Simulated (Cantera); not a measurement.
Charge: 1 mol Cu₂O, a varied amount of C, 1.4 mol H₂, equilibrated at 1100 K and 0.0130 bar.

These are equilibrium values from Cantera (NASA tables, ideal gas, pure condensed phases), not measurements of a reactor. Candidate condensed phases: C, C₆H₆, C₇H₈, C₈H₁₈, Cu, CuO, Cu(OH)₂, Cu₂O, H₂O; 113 gas species. Equilibrium is a limit: real reactors are often held back by kinetics, nucleation or transport.

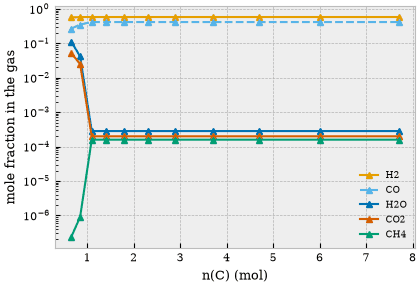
Figure. Equilibrium gas composition (values under 1e-9 drawn at 1e-9)

From 0.66 mol C to 0.85 mol C the condensed part is Cu(s). From 1.1 mol C to 7.7 mol C the condensed part is C(graphite) + Cu(s). The main Cu-bearing gas is Cu throughout.
